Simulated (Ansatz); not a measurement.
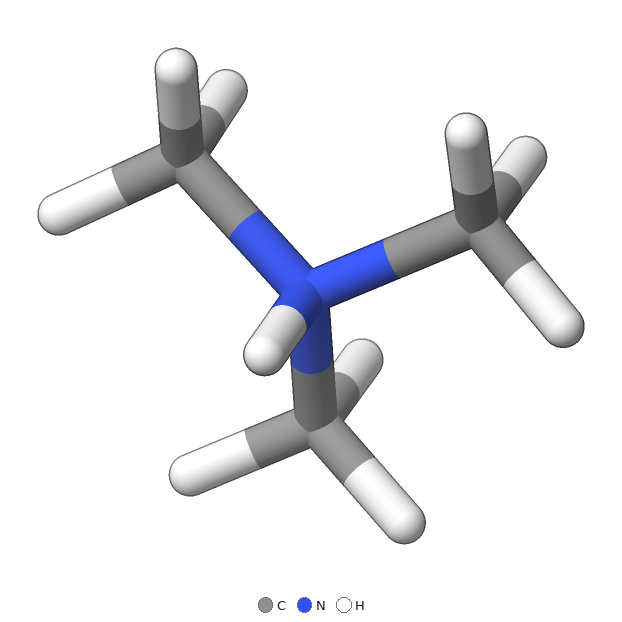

Every bond is drawn as one stick, whatever its order.

State: charge +1, singlet.

What is the molecular formula?

C3H10N(+), 14 atoms: 3 carbon, 10 hydrogen and 1 nitrogen.

How many sets of symmetry-equivalent atoms are there?

5: 3 C, 1 N, 6 H, 3 H, 1 H.

Give a SMILES string for it.

C[NH+](C)C

Describe its rings.

It has no ring.

More results for the same structure follow; atom numbers are the same in all pictures, views and colours differ. Computed geometry: PBE0-D4/def2-TZVP optimisation.

Shape

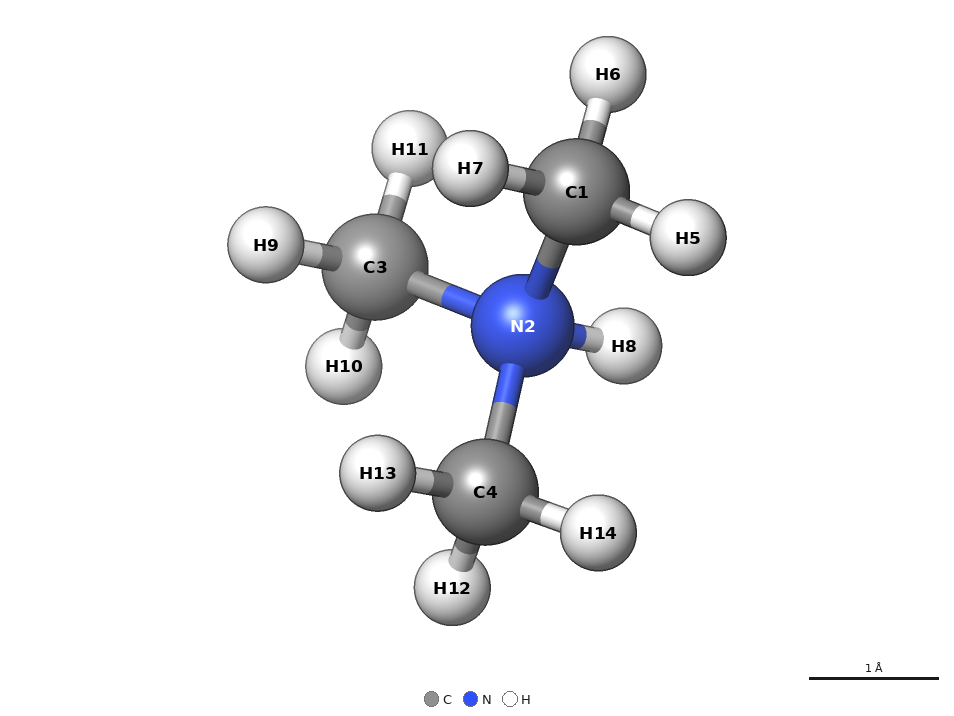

Give the bond lengths.

```tsv
bond	length (Å)	order
C1–N2	1.488	single
C1–H5	1.088	single
C1–H6	1.088	single
C1–H7	1.089	single
N2–C3	1.488	single
N2–C4	1.488	single
N2–H8	1.021	single
C3–H9	1.089	single
C3–H10	1.088	single
C3–H11	1.088	single
C4–H12	1.088	single
C4–H13	1.089	single
C4–H14	1.088	single
```

Thermal motion

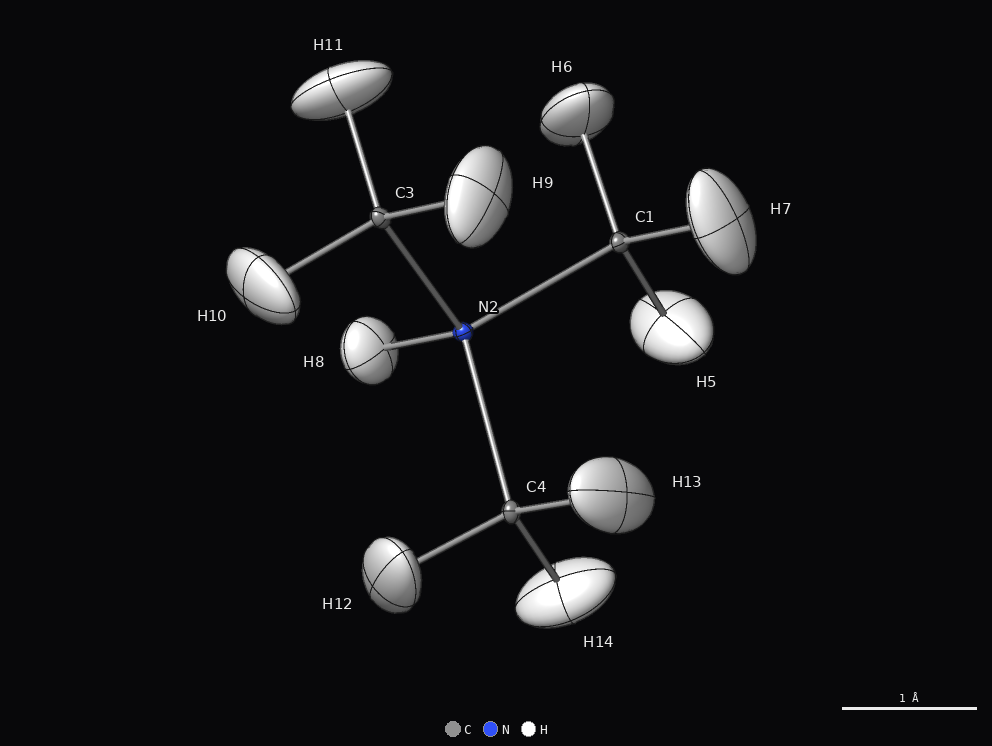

Displacement ellipsoids at the 50 % level, enlarged 1.5 times, from the internal vibrations of the free molecule (harmonic, no overall translation or rotation; no half-axis is drawn under 0.075 Å). Vibrations computed with RKS PBE0-D4/def2-TZVP (Ansatz 0.2.0). Temperature: 0 K (zero-point motion alone).

Give the displacement parameters, one line for each set of equivalent atoms.

```json
{"atom": "C1, C3, C4", "U_eq (Å²)": "0.0011", "rms amplitudes (Å)": "0.024, 0.034, 0.038"}
{"atom": "N2", "U_eq (Å²)": "0.0011", "rms amplitudes (Å)": "0.031, 0.031, 0.036"}
{"atom": "H5, H6, H10, H11…", "U_eq (Å²)": "0.0171", "rms amplitudes (Å)": "0.078, 0.121, 0.175"}
{"atom": "H7, H9, H13", "U_eq (Å²)": "0.0180", "rms amplitudes (Å)": "0.074, 0.124, 0.182"}
{"atom": "H8", "U_eq (Å²)": "0.0101", "rms amplitudes (Å)": "0.076, 0.111, 0.111"}
```

Charges

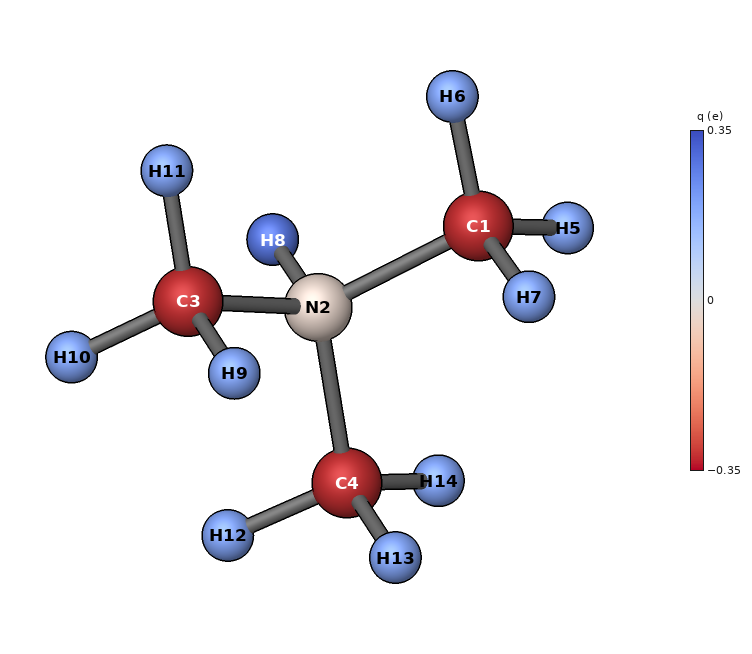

Atoms are coloured by their Mulliken charges. Properties computed with RKS PBE0-D4/def2-TZVP (Ansatz 0.2.0).

Which atom carries the highest charge (most positive or least negative)?

H8 (0.28 e).

And the lowest?

C1, C3, C4 (−0.32 e).

List the Mulliken charges.

```tsv
atom	value (e)
C1	−0.32
N2	−0.03
C3	−0.32
C4	−0.32
H5	0.19
H6	0.19
H7	0.19
H8	0.28
H9	0.19
H10	0.19
H11	0.19
H12	0.19
H13	0.19
H14	0.19
```

Levels of theory compared

Program: Ansatz 0.2.0.

At this fixed geometry, give HOMO energy (eV) at these levels: HSE06-D4/def2-TZVPP; PBE0-D4/def2-QZVPP; PBE0-D4/def2-TZVPP; SPW92 (LDA)/def2-TZVPP; r2SCANh-D4/def2-TZVPP; revPBE-D4/def2-TZVPP; ωB97M-V/def2-SVP; ωB97M-V/def2-TZVPP.

```tsv
level	HOMO energy (eV)
HSE06-D4/def2-TZVPP	−15.87
PBE0-D4/def2-QZVPP	−16.28
PBE0-D4/def2-TZVPP	−16.28
SPW92 (LDA)/def2-TZVPP	−14.71
r2SCANh-D4/def2-TZVPP	−15.67
revPBE-D4/def2-TZVPP	−14.72
ωB97M-V/def2-SVP	−18.69
ωB97M-V/def2-TZVPP	−18.66
```

Mulliken values depend strongly on the basis set and can even reverse the polarity of a bond.
